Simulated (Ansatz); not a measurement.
**How methods differ on InF (SMILES [F][In])**

InF has 2 atoms, charge 0, and is taken as a singlet. As SMILES, `[F][In]`. The shape comes from GFN2-xTB, which is rough for such elements, and wasn't checked as a minimum.

```xyz
2

F     0.0000    0.0000    0.0000
In    0.0000    0.0000    2.0255
```

Each level gives the electronic atomisation energy (eV). The values are calculated. Electronic energies at fixed atoms, without zero-point motion or spin-orbit coupling.

```
          level                    kind  program  value (eV)  less FCI/STO-3G  CPU time (all runs)
      HF/STO-3G            Hartree–Fock   Ansatz        2.97            -1.27               0.53 s
   SVWN5/STO-3G                     LDA   Ansatz        7.14            +2.90                1.7 s
    BLYP/STO-3G                     GGA   Ansatz        6.47            +2.23                3.2 s
     PBE/STO-3G                     GGA   Ansatz        6.47            +2.23                3.1 s
   HSE06/STO-3G  range-separated hybrid   Ansatz        5.56            +1.32                3.8 s
 wB97M-V/STO-3G  range-separated hybrid   Ansatz        5.70            +1.46                 21 s
   wB97X/STO-3G  range-separated hybrid   Ansatz        5.38            +1.14                8.9 s
CCSDT(Q)/STO-3G   coupled cluster or CI   Ansatz        4.29            +0.05                2.8 s
     FCI/STO-3G      exact in the basis   Ansatz        4.24             0.00                1.2 s
```

FCI/STO-3G is exact within its basis and frozen core, so for wave-function methods in that basis the difference is their error; functionals converge differently with the basis, so for them it is only a difference. All-electron rows without a relativistic Hamiltonian named are non-relativistic. The values span 2.97 to 7.14 eV. All rows use very small basis sets, so even the best lies far from the true value. In the correlated wave-function rows the outer d shell of In is correlated, in sets not made for it. Times are those of the runs behind each value, whatever else they computed, on shared processors of several kinds: orders of magnitude only.

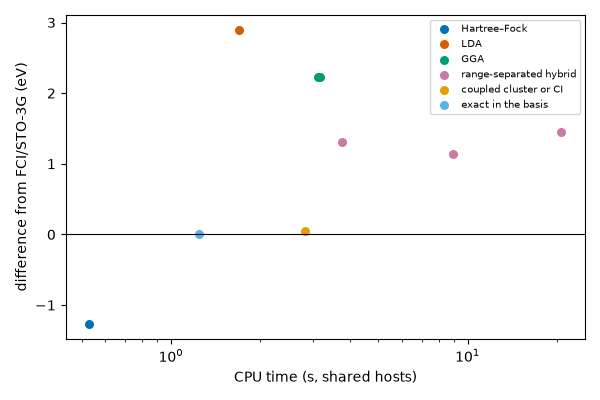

Difference from FCI/STO-3G against processor time, one point a level.
